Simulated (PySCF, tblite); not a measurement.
# C₆H₇B: dynamics, then NMR shifts on frames

Aim: move C₆H₇B (`B1C=CC=CC=C1`) away from its starting geometry and see how NMR shifts follow the geometry.

Programs: tblite 0.8.0 and PySCF 2.14.0, with density-fitted response routines of our own. Each step states its level of theory. These are calculated values for one molecule in the gas phase, unless marked as measured. Atoms count from 0, in the outputs and in this text.

**1. The molecule as given**

14 atoms, charge 0, multiplicity 1; geometry from: GFN2-xTB.

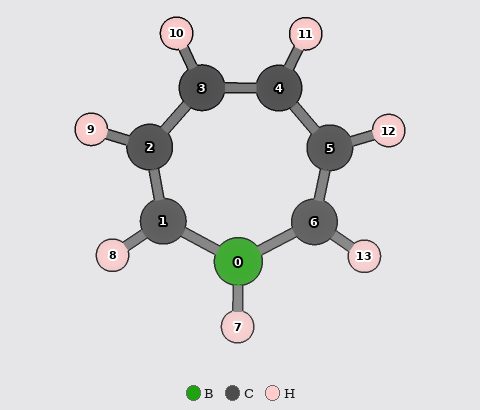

The starting geometry (boron green, carbon dark grey, hydrogen pink), atoms numbered; sticks join atoms by distance.

**2. Dynamics with GFN2-xTB**

The job: settings as JSON, then the geometry in Å.

```
{"job": {"kind": "md", "xc": "GFN2-xTB", "basis": "xTB", "temperature": 300, "steps": 2000, "every": 50, "frames": 5}, "charge": 0, "multiplicity": 1}
B      1.071056     1.325899    -0.073398
C      1.660976    -0.079772    -0.031455
C      1.020419    -1.281465     0.029269
C     -0.367950    -1.542497     0.065491
C     -1.430960    -0.685130     0.051748
C     -1.468597     0.726679    -0.000632
C     -0.428154     1.605922    -0.053566
H      1.808975     2.240738    -0.124160
H      2.744661    -0.159365    -0.051147
H      1.631382    -2.180729     0.053338
H     -0.623326    -2.596268     0.109865
H     -2.407619    -1.157067     0.086542
H     -2.477006     1.134234     0.002878
H     -0.734536     2.648349    -0.086939
```

Level: GFN2-xTB Langevin dynamics, gas phase.

The run is started by

```sh
> OMP_NUM_THREADS=1 python probes_run.py task.json out
```

The driver reads the jobs from task.json and runs them one after another.

The program printed:

```text
t/fs     T/K      E/eV
    0.0   232.4   -478.21104
   25.0   206.8   -477.89600
   50.0   223.0   -477.90005
   75.0   246.3   -477.94586
  100.0   250.8   -477.86245
  125.0   156.9   -477.70122
  150.0   230.4   -477.84381
  175.0   215.8   -477.87736
  200.0   218.7   -477.74292
  225.0   263.8   -477.70558
  250.0   279.3   -477.66453
  275.0   295.1   -477.61596
  300.0   356.8   -477.85021
  325.0   152.5   -477.65976
  350.0   349.4   -477.72260
  375.0   290.7   -477.62804
  400.0   305.9   -477.62601
  425.0   422.3   -477.78856
  450.0   375.5   -477.54906
  475.0   339.2   -477.55906
  500.0   344.5   -477.65858
  525.0   347.7   -477.78477
  550.0   362.6   -477.88081
  575.0   302.4   -477.90225
  600.0   289.5   -477.73663
  625.0   302.2   -477.84887
  650.0   351.6   -477.75792
  675.0   339.3   -477.78519
  700.0   268.3   -477.73856
  725.0   276.1   -477.68120
  750.0   367.9   -477.59940
  775.0   333.4   -477.68040
  800.0   355.7   -477.66792
  825.0   304.8   -477.69151
  850.0   290.9   -477.73454
  875.0   255.0   -477.70603
  900.0   242.3   -477.76651
  925.0   303.7   -477.79520
  950.0   338.5   -477.72529
  975.0   264.9   -477.61486
 1000.0   298.4   -477.70285
```

Wall time 7.5 s (1 thread of Arm Neoverse V2, shared host); peak memory 0.19 GiB.

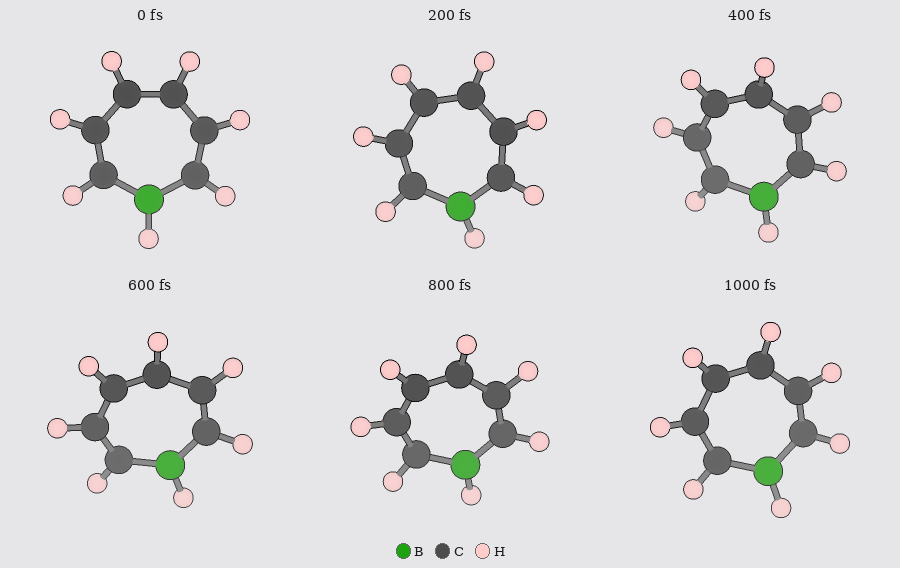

Frames of the run.

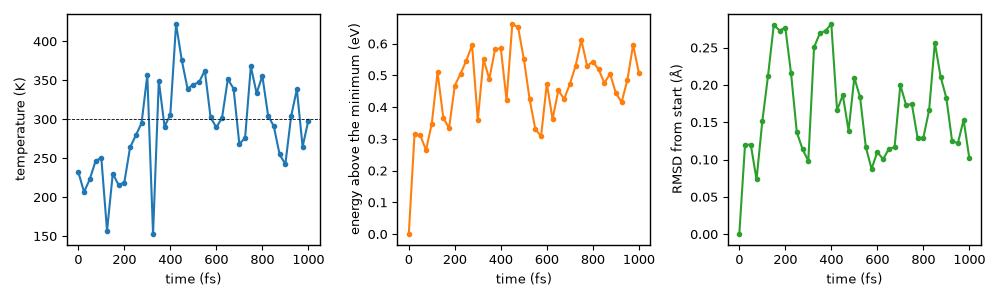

Temperature, potential energy and distance from the start.

Positions (Å) and forces (eV/Å) at 1000 fs:

```xyz
14

B     1.025    1.181    0.279    0.350   -0.939    0.038
C     1.978   -0.028    0.531    0.143   -0.207   -0.230
C     1.758   -1.382    0.783   -2.032    2.713   -0.643
C     0.480   -2.028    0.951    0.786    1.237    0.240
C    -0.786   -1.509    0.911    0.320    0.284   -0.470
C    -1.156   -0.180    0.564   -2.564   -0.786    1.432
C    -0.475    0.935    0.276    0.028    1.721    0.268
H     1.414    2.288    0.160    0.137   -0.260    0.011
H     3.061    0.208    0.486   -0.560   -0.067    0.099
H     2.653   -1.900    0.875    0.949   -1.467    0.317
H     0.598   -2.988    1.362   -0.106   -1.331    0.136
H    -1.650   -2.137    1.168    0.668    0.038   -0.074
H    -2.271   -0.024    0.821    1.340   -0.246   -0.759
H    -1.127    1.847    0.286    0.540   -0.690   -0.365
```

**3. Nuclear shieldings: 250 fs, PBE0/pcSseg-1**

The job: settings as JSON, then the geometry in Å.

```
{"job": {"kind": "nmr", "xc": "PBE0", "basis": "pcSseg-1", "pop": false}, "charge": 0, "multiplicity": 1}
B      0.859900     0.992700    -0.222900
C      1.701600    -0.309600    -0.062600
C      1.269200    -1.629300     0.069000
C     -0.117900    -1.991300     0.095000
C     -1.267500    -1.225200     0.236600
C     -1.568200     0.096700     0.270300
C     -0.706300     1.132900     0.064100
H      1.503800     1.969800    -0.474000
H      2.763800     0.005400    -0.122500
H      2.033500    -2.406500     0.057000
H     -0.336000    -3.062900     0.068600
H     -2.205500    -1.802100     0.352700
H     -2.641800     0.331800     0.267800
H     -1.229100     2.092100     0.014700
```

Method: GIAO PBE0/pcSseg-1 NMR shielding, non-relativistic, gas phase.

The program printed:

```text
coarse grid: 11944 points
cycle   1  E = -257.2133184726  dE =  8.651e-01  |g| = 3.360e-01  |ddm| = 3.536e+00
cycle   2  E = -257.1965409149  dE =  1.678e-02  |g| = 4.196e-01  |ddm| = 8.870e-01
cycle   3  E = -257.2471968150  dE = -5.066e-02  |g| = 1.094e-01  |ddm| = 5.424e-01
cycle   4  E = -257.2504658811  dE = -3.269e-03  |g| = 3.225e-02  |ddm| = 1.238e-01
cycle   5  E = -257.2507543342  dE = -2.885e-04  |g| = 8.610e-03  |ddm| = 4.226e-02
cycle   6  E = -257.2507716761  dE = -1.734e-05  |g| = 4.038e-03  |ddm| = 1.096e-02
cycle   7  E = -257.2507762487  dE = -4.573e-06  |g| = 8.104e-04  |ddm| = 4.201e-03
final grid: 116064 points
cycle   8  E = -257.2914260870  dE = -2.817e-05  |g| = 6.915e-03  |ddm| = 3.686e-02
cycle   9  E = -257.2914220543  dE =  4.033e-06  |g| = 7.914e-03  |ddm| = 1.490e-02
cycle  10  E = -257.2914392302  dE = -1.718e-05  |g| = 1.305e-03  |ddm| = 8.274e-03
cycle  11  E = -257.2914397487  dE = -5.185e-07  |g| = 3.360e-04  |ddm| = 1.614e-03
cycle  12  E = -257.2914397808  dE = -3.215e-08  |g| = 5.267e-05  |ddm| = 3.342e-04
cycle  13  E = -257.2914397815  dE = -6.380e-10  |g| = 2.338e-05  |ddm| = 7.572e-05
converged SCF energy = -257.2914397815

GIAO shielding tensors (ppm)
atom      isotropic    diamagn.    paramagn.     s11        s22        s33       span
  0 B       51.282     192.224    -140.942      2.888     26.442    124.515    121.627
  1 C       12.402     258.451    -246.050   -140.524      5.717    172.012    312.536
  2 C       29.375     253.574    -224.199    -87.155     15.994    159.287    246.442
  3 C       42.394     253.636    -211.242    -65.385     34.238    158.329    223.714
  4 C       45.587     254.799    -209.212    -67.185     43.259    160.688    227.873
  5 C       33.138     257.229    -224.090    -92.426     38.418    153.423    245.850
  6 C       11.661     257.481    -245.820   -138.027      2.261    170.748    308.775
  7 H       24.711      30.285      -5.574     22.480     23.572     28.081      5.601
  8 H       21.579      29.902      -8.323     17.738     20.194     26.804      9.066
  9 H       22.899      28.796      -5.896     19.749     22.166     26.783      7.034
 10 H       23.808      28.458      -4.650     19.549     23.743     28.132      8.582
 11 H       23.735      28.749      -5.014     18.562     24.171     28.471      9.908
 12 H       23.117      30.127      -7.010     18.874     22.772     27.706      8.833
 13 H       22.719      30.702      -7.983     18.287     21.768     28.102      9.815
```

It took 11 s on 1 thread of Arm Neoverse V2, shared host; peak memory 0.69 GiB.

Shifts follow as δ = σ(reference) − σ, with reference shieldings (ppm) from runs at the same level and on the same kind of geometry: 1H TMS 31.72, 13C TMS 186.9, 11B BF3·OEt2 100.1. The references are single molecules in the gas phase. Each atom is listed at this fixed geometry, with no averaging over motion; a spectrum would average atoms that exchange fast.

```tsv
atoms	environment	σ (ppm)	δ (ppm)
C6	alkene CH	11.7	175.3
C1	alkene CH	12.4	174.5
C2	alkene CH	29.4	157.5
C5	alkene CH	33.1	153.8
C3	alkene CH	42.4	144.5
C4	alkene CH	45.6	141.3
H8	hydrogen on an alkene CH	21.58	10.14
H13	hydrogen on an alkene CH	22.72	9.00
H9	hydrogen on an alkene CH	22.90	8.82
H12	hydrogen on an alkene CH	23.12	8.60
H11	hydrogen on an alkene CH	23.73	7.98
H10	hydrogen on an alkene CH	23.81	7.91
H7	hydrogen on a boron bonded to 2 C, in a 7-membered ring	24.71	7.01
B0	boron bonded to 2 C, H, in a 7-membered ring	51.3	48.8
```

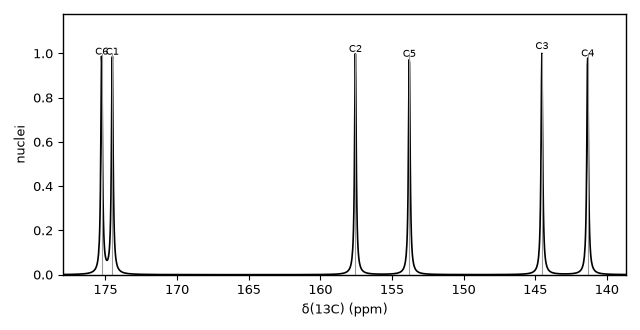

13C lines at the computed shifts, without couplings. Lines are broadened to a width of 0.14 ppm (Lorentzian).

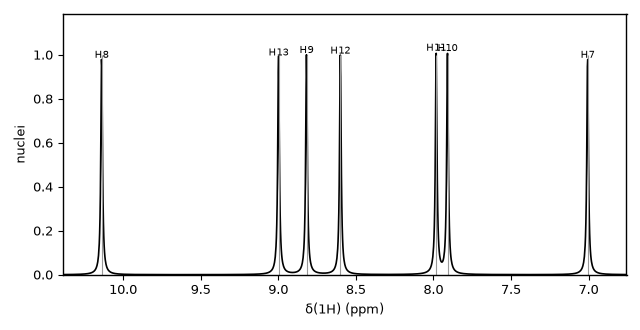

1H lines at the computed shifts, without couplings. Lines are broadened to a width of 0.01 ppm (Lorentzian).

Ring of atoms B0, C1, C2, C3, C4, C5, C6: NICS(0) -3.8, NICS(1) -7.3, NICS(1)zz -19.9 ppm (means of both faces).

**4. Shielding tensors: 425 fs, PBE0/pcSseg-1**

The job: settings as JSON, then the geometry in Å.

```
{"job": {"kind": "nmr", "xc": "PBE0", "basis": "pcSseg-1", "pop": false}, "charge": 0, "multiplicity": 1}
B      0.801600     0.912000    -0.143100
C      1.666500    -0.265100    -0.490300
C      1.432100    -1.566700    -0.255200
C      0.324300    -2.091700     0.408400
C     -0.896000    -1.544100     0.676100
C     -1.382600    -0.224300     0.568100
C     -0.650500     0.849400     0.279300
H      1.195900     2.012800    -0.148000
H      2.598700    -0.011400    -0.905100
H      2.215800    -2.266000    -0.442700
H      0.348900    -3.127700     0.750700
H     -1.584200    -2.209000     1.161100
H     -2.457300    -0.015600     0.892900
H     -1.239600     1.820300     0.527200
```

Level: GIAO PBE0/pcSseg-1 NMR shielding, non-relativistic, gas phase.

The program printed:

```text
coarse grid: 11944 points
cycle   1  E = -257.2032184855  dE =  1.127e+00  |g| = 3.981e-01  |ddm| = 3.563e+00
cycle   2  E = -257.1740265518  dE =  2.919e-02  |g| = 5.097e-01  |ddm| = 1.048e+00
cycle   3  E = -257.2500479567  dE = -7.602e-02  |g| = 1.151e-01  |ddm| = 6.716e-01
cycle   4  E = -257.2536244295  dE = -3.576e-03  |g| = 3.237e-02  |ddm| = 1.304e-01
cycle   5  E = -257.2539173541  dE = -2.929e-04  |g| = 5.300e-03  |ddm| = 4.341e-02
cycle   6  E = -257.2539254812  dE = -8.127e-06  |g| = 1.535e-03  |ddm| = 7.842e-03
final grid: 116064 points
cycle   7  E = -257.2936009222  dE = -2.591e-05  |g| = 7.210e-03  |ddm| = 3.258e-02
cycle   8  E = -257.2935965037  dE =  4.419e-06  |g| = 8.260e-03  |ddm| = 1.516e-02
cycle   9  E = -257.2936149927  dE = -1.849e-05  |g| = 1.374e-03  |ddm| = 8.763e-03
cycle  10  E = -257.2936155324  dE = -5.397e-07  |g| = 3.631e-04  |ddm| = 1.693e-03
cycle  11  E = -257.2936155697  dE = -3.731e-08  |g| = 2.671e-05  |ddm| = 3.650e-04
cycle  12  E = -257.2936155699  dE = -1.388e-10  |g| = 1.621e-05  |ddm| = 5.074e-05
converged SCF energy = -257.2936155699

GIAO shielding tensors (ppm)
atom      isotropic    diamagn.    paramagn.     s11        s22        s33       span
  0 B       55.534     192.519    -136.984      7.602     26.422    132.580    124.978
  1 C       31.565     257.578    -226.013   -109.364     18.157    185.901    295.265
  2 C       38.253     252.837    -214.584    -76.452     24.435    166.777    243.229
  3 C       45.932     255.429    -209.498    -67.180     44.210    160.765    227.945
  4 C       43.381     255.654    -212.272    -69.742     40.014    159.872    229.613
  5 C       29.410     256.398    -226.988    -87.888     30.087    146.033    233.921
  6 C       15.840     256.964    -241.123   -125.894     17.933    155.482    281.376
  7 H       25.251      30.860      -5.608     22.961     24.153     28.640      5.680
  8 H       23.373      31.288      -7.915     19.733     22.016     28.369      8.636
  9 H       23.716      29.356      -5.640     20.076     23.247     27.826      7.750
 10 H       24.045      28.584      -4.540     19.643     23.969     28.522      8.879
 11 H       24.331      30.005      -5.675     20.139     23.867     28.986      8.848
 12 H       22.718      29.124      -6.406     18.342     23.019     26.794      8.451
 13 H       22.337      29.281      -6.944     19.158     20.689     27.165      8.007
```

Run time: 11 s. Hardware: 1 thread of Arm Neoverse V2, shared host; peak memory 0.77 GiB.

Key values: δ C6 171.1, C5 157.5, C1 155.4, C2 148.7, H13 9.38, H12 9.00 ppm.

(Part 1 of 2 ends here.)
